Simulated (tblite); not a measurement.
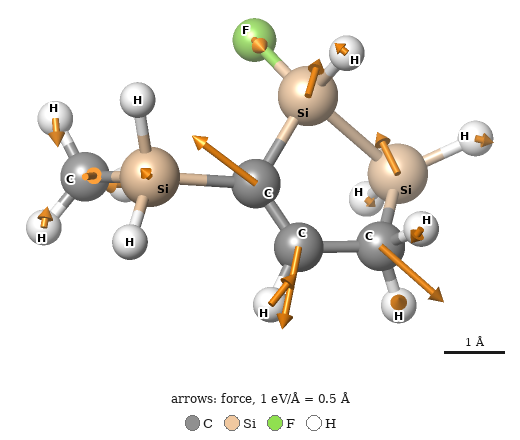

Starting geometry of C4H11FSi3 with the computed forces as orange arrows. Style: ball-and-stick. Shown at a tilt.

Level of theory: GFN2-xTB geometry optimisation, gas phase (tblite 0.8.0). 

### What follows when this structure is relaxed?

It isn't relaxed: the largest force vector, on a C atom, is 2.93 eV/Å. The final displacements have little in common with the starting forces (cosine between the two patterns 0.14). Over 150 geometry steps the energy falls by 77.9 kJ/mol. An H atom moves most after the best rigid fit: 1.29 Å. By element the largest moves are H 1.29 Å, F 0.77 Å, Si 0.38 Å, C 0.27 Å. Among the contacts that change: C–Si 1.856 → 1.919 Å, C–H 1.140 → 1.086 Å, C–C 1.447 → 1.501 Å, C–Si 1.842 → 1.893 Å. Among the angles between lasting bonds that change: Si–Si–H 110.1° → 124.7°, F–Si–H 115.3° → 100.8°, Si–Si–H 110.4° → 119.5°. Groups turn about C–Si by about 60°, C–Si by about 30°, Si–Si by about 30°.
